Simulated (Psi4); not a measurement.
**N2H (dinitrogen monohydride): UCCSD/cc-pVDZ (sweep point 1)**

What is the vertical electron affinity of N2H (dinitrogen monohydride) at UCCSD/cc-pVDZ (sweep point 1)? 

Program for the calculation: Psi4 1.11.

2 further runs of the same task are left out: 1 that didn't finish, 1 set aside as unsound or not needed.

## 1. Starting point

N2H has 3 atoms, charge 0, and is taken as a doublet. As SMILES, `[N]=N`. The coordinates come from a PBE0-D4/def2-TZVP relaxation.

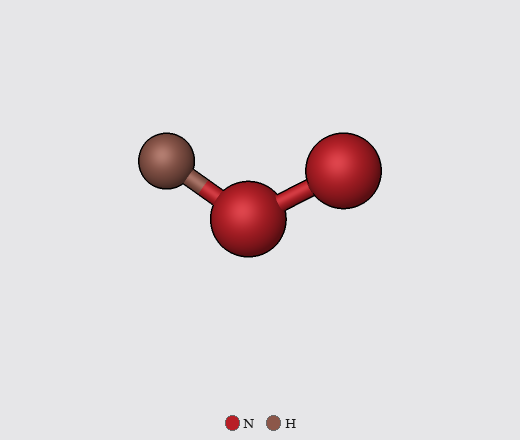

The structure, seen from a chosen angle (nitrogen red, hydrogen brown).

## 2. The energy at UCCSD/cc-pVDZ (sweep point 1)

input.dat

```
memory 1.6 GB

molecule geom {
  0 2
  N      0.710530    -0.606720     0.326180
  N     -0.268660    -0.217710    -0.170100
  H     -0.441870     0.824430    -0.156080
  units angstrom
  symmetry c1
}

set basis cc-pVDZ
set reference uhf
set puream true
set scf_type pk
set num_frozen_docc 2
set maxiter 100

energy("ccsd")
print_variables()
```

On the command line:

```
$ psi4 -n 1 input.dat output.dat
```

output.dat:

```text
[...]
  Running in c1 symmetry.
[...]
  Nuclear repulsion =   27.719687010035415
[...]
  Multiplicity = 2
[...]
  Nalpha       = 8
  Nbeta        = 7
[...]
    Number of basis functions: 33
[...]
   @UHF iter   1:  -109.40206884557240   -7.23209e-01   6.04175e-03 DIIS/ADIIS
[...]
   @UHF iter  19:  -109.43763044416453   -2.58638e-12   8.11760e-09 DIIS
[...]
   @S^2 Observed:                8.448510220E-01
[...]
    Orbital Energies [Eh]
    ---------------------
    Alpha Occupied:
       1A    -15.657546     2A    -15.640594     3A     -1.422516
       4A     -0.906085     5A     -0.708092     6A     -0.627569
       7A     -0.564921     8A     -0.380851
    Alpha Virtual:
       9A      0.154881    10A      0.188009    11A      0.573536
      12A      0.736906    13A      0.837962    14A      0.901695
      15A      0.906223    16A      1.009173    17A      1.054976
      18A      1.063183    19A      1.203777    20A      1.428166
      21A      1.515123    22A      1.617654    23A      1.825014
      24A      1.945506    25A      1.953077    26A      2.030408
[...]
  @UHF Final Energy:  -109.43763044416453
   => Energetics <=
    Nuclear Repulsion Energy =             27.7196870100354147
    One-Electron Energy =                -203.2006576506161366
    Two-Electron Energy =                  66.0433401964161959
    Total Energy =                       -109.4376304441645260
  UHF NO Occupations:
  HONO-2 :    6  A 1.9944005
  HONO-1 :    7  A 1.9603160
[...]
 Multipole Moments:
 ------------------------------------------------------------------------------------
     Multipole            Electronic (a.u.)      Nuclear  (a.u.)        Total (a.u.)
 ------------------------------------------------------------------------------------
 L = 1.  Multiply by 2.5417464519 to convert [e a0] to [Debye]
 Dipole X            :          0.4047965           -0.6278990           -0.2231025
 Dipole Y            :         -0.3954807            1.1239941            0.7285134
 Dipole Z            :         -0.0000000            0.0000000           -0.0000000
 Magnitude           :                                                    0.7619098
[...]
      * MP2 total energy                      = -109.725651229186695
[...]
      * CCSD total energy                     = -109.750610780719839
[...]
```

Run time: 4.8 s. Hardware: 1 thread of Intel Xeon at 2.70GHz, shared host; peak memory 0.2 GiB.

## 3. The singlet anion at the same level

calc.in

```
memory 1.6 GB

molecule {
  -1 1
  N      0.710530    -0.606720     0.326180
  N     -0.268660    -0.217710    -0.170100
  H     -0.441870     0.824430    -0.156080
  symmetry c1
}

set {
  basis cc-pVDZ
  reference rhf
  puream true
  scf_type pk
  num_frozen_docc 2
}

E, wfn = energy('ccsd', return_wfn=True)
```

On the command line:

```
$ psi4 -i calc.in -o calc.out -n 1
```

calc.out:

```text
[...]
  Running in c1 symmetry.
[...]
  Nuclear repulsion =   27.719687010035415
[...]
  Multiplicity = 1
[...]
  Nalpha       = 8
  Nbeta        = 8
[...]
    Number of basis functions: 33
[...]
   @RHF iter   1:  -109.24534626211596   -5.66486e-01   1.18069e-02 ADIIS/DIIS
[...]
   @RHF iter  12:  -109.33461303720360   -2.77112e-12   7.67161e-09 DIIS
[...]
    Orbital Energies [Eh]
    ---------------------
    Doubly Occupied:
       1A    -15.286003     2A    -15.219529     3A     -1.027207
       4A     -0.525721     5A     -0.300728     6A     -0.232942
       7A     -0.200472     8A      0.048858
[...]
  @RHF Final Energy:  -109.33461303720360
   => Energetics <=
    Nuclear Repulsion Energy =             27.7196870100354147
    One-Electron Energy =                -208.6211134494870976
    Two-Electron Energy =                  71.5668134022480871
    Total Energy =                       -109.3346130372035958
[...]
 Multipole Moments:
 ------------------------------------------------------------------------------------
     Multipole            Electronic (a.u.)      Nuclear  (a.u.)        Total (a.u.)
 ------------------------------------------------------------------------------------
 L = 1.  Multiply by 2.5417464519 to convert [e a0] to [Debye]
 Dipole X            :          0.4386602           -0.6278990           -0.1892388
 Dipole Y            :         -0.8951208            1.1239941            0.2288733
 Dipole Z            :          0.0000000            0.0000000            0.0000000
 Magnitude           :                                                    0.2969753
[...]
      * MP2 total energy                      = -109.652217375407133
[...]
      * CCSD total energy                     = -109.669764482208123
[...]
```

It took 3.9 s on 1 thread of Intel Xeon at 2.70GHz, shared host; peak memory 0.2 GiB.

## 4. What came out

At UCCSD/cc-pVDZ (sweep point 1), 2 core orbitals frozen:

| quantity | value |
| --- | --- |
| doublet N2H: total energy | -109.75061 Eh |
| doublet N2H: HOMO energy (Hartree–Fock orbitals) (highest over α and β) | -10.36 eV |
| doublet N2H: LUMO energy (Hartree–Fock orbitals) (lowest over α and β) | 3.94 eV |
| doublet N2H: correlation energy (2 core orbitals frozen) | -313.0 mEh |
| doublet N2H: ⟨S²⟩ of the reference determinant | 0.845 |
| doublet N2H: T1 diagnostic | 0.055 |
| singlet anion: total energy | -109.66976 Eh |
| singlet anion: HOMO energy (Hartree–Fock orbitals) | 1.33 eV |
| singlet anion: LUMO energy (Hartree–Fock orbitals) | 12.44 eV |
| singlet anion: HOMO–LUMO gap (to an unbound level, set by the basis) | 11.11 eV |
| singlet anion: correlation energy (2 core orbitals frozen) | -335.2 mEh |
| singlet anion: T1 diagnostic | 0.029 |
| vertical electron affinity (to the singlet anion) | -2.200 eV |

**Reading.** The anion lies 2.20 eV (212 kJ/mol) above the neutral: the electron isn't bound at this level, and such a value depends on the basis. Without diffuse functions anions come out too high. The T1 diagnostic (doublet N2H) of 0.055 is above the customary mark for such species, so a single reference may not serve. The T1 diagnostic (singlet anion) of 0.029 is above the customary mark for such species, so a single reference may not serve. The HOMO (singlet anion) lies at positive energy, 1.33 eV: the electron is unbound at this level or held by a compact basis; values depend on the basis.
